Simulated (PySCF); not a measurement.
**CH3NO3Si (SMILES N#C[Si](O)(O)O): density, localisation and related maps**

Input

```
{"job": {"kind": "nmr", "xc": "PBE0", "basis": "pcSseg-2"}, "charge": 0, "multiplicity": 1}
O      0.037124     1.326926    -1.158543
Si     0.218729     0.199011     0.008727
O      0.014937     0.866708     1.485862
O      1.685845    -0.510578    -0.102003
C     -1.089099    -1.108065    -0.229938
N     -1.903708    -1.919522    -0.379563
H     -0.787709     1.818804    -1.206257
H      0.108876     0.310453     2.264427
H      1.937980    -0.938511    -0.925029
```

Launched as:

```sh
OMP_NUM_THREADS=1 python cluster_run.py task.json out
```

Geometry: PBE0-D3(BJ)/def2-SVP.

Method: PySCF 2.14.0, PBE0/pcSseg-2, SCF density, gas phase, non-relativistic.

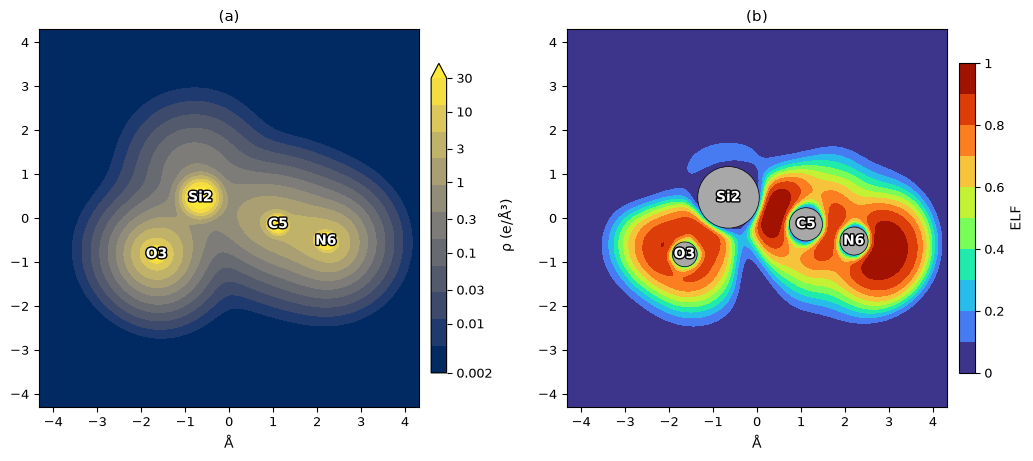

Figure 1. (a) total electron density; (b) electron localisation function on the plane of atoms O3, Si2 and C5. Grey discs cover the atomic cores in the ELF map.

Q: What does the map show?

A:
- Atoms in the plane: Si, O, C and N.
- C–N (1.16 Å): ρ at the midpoint is about 3.7 e/Å³; the ELF peaks at about 0.85 between the atoms; a multiple bond.
- Si–O (1.63 Å): ρ at the midpoint is about 1.2 e/Å³; the ELF peaks at about 0.85 between the atoms, as expected for a polar covalent bond.
- C–Si (1.86 Å): ρ is about 0.94 e/Å³ halfway; the ELF peaks at about 0.95 between the atoms (localised, covalent bonding).
- The ELF also peaks beside N6 and O3, away from the bonds: lone-pair regions.

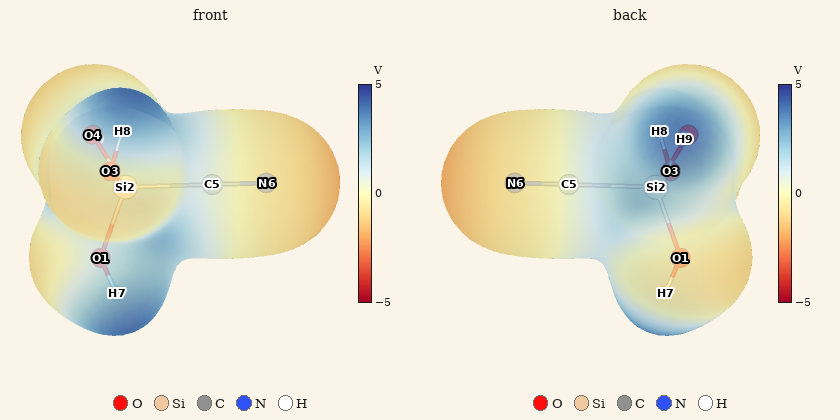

Figure 2. The electrostatic potential painted on the density surface at 0.004 e/bohr³, seen from the front and from behind; the colour scale runs from red (negative) to blue (positive).

Q: Which sites attract a positive test charge, and which a negative one?

A: A positive charge is drawn to the negative regions and a negative charge to the positive ones. The most negative region (about −1.8 V, or −42 kcal/mol for a unit charge) lies over N6, the most positive (about +4.1 V, or +95 kcal/mol for a unit charge) over H7, H8 and H9. N6 is the likeliest acceptor of a hydrogen bond.
